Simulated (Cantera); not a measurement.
A closed system holds: 1 mol SiH₄, 0.011 mol CH₄, 550 mol H₂, 1.2 mol C₂H₄, held at 0.00220 bar.

Cantera equilibrium calculation (NASA polynomials, part measured and part estimated; ideal gas, pure solids and liquids). Candidate condensed phases: C, C₆H₆, C₇H₈, C₈H₁₈, Si, SiC; 87 gas species. Kinetics and transport are ignored.

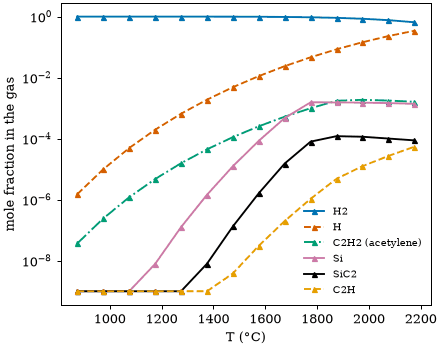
Equilibrium gas composition (values under 1e-9 drawn at 1e-9)

From 875 °C to 1675 °C the condensed part is C(graphite) + SiC(s). From 1775 °C to 1875 °C the condensed part is C(graphite). From 1975 °C to 2175 °C nothing is condensed.
